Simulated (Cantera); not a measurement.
A closed system holds: 1 mol SiH2Cl2, 0.14 mol CH4, 4.6 mol H2, held at 12000 Pa.

Equilibrium computed with Cantera from the NASA thermochemical tables; the gas is ideal and each condensed phase is pure. Candidate condensed phases: C, C6H6, C7H8, C8H18, Si, SiC; 109 gas species. Mutual solubility and eutectic melting of coexisting phases are not modelled. The tables' values for SiCl3, SiCl are old estimates; treat these amounts as uncertain. Gases not in the tables: Si2H6 and higher silanes. The numbers say what is thermodynamically allowed, not how fast it happens.

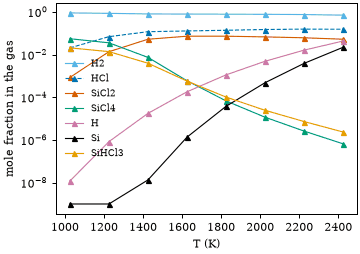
*Equilibrium gas composition (values under 1e-9 drawn at 1e-9)*

From 1025 K to 1625 K the condensed part is Si(s) + SiC(s). From 1825 K to 2425 K the condensed part is Si(l) + SiC(s). The main Si-bearing gas is SiCl4 at 1025 K and SiCl2 at 2425 K. The share of Si in condensed phases is highest at 1225 K (53.1 %) and lowest at 2425 K (33.0 %).
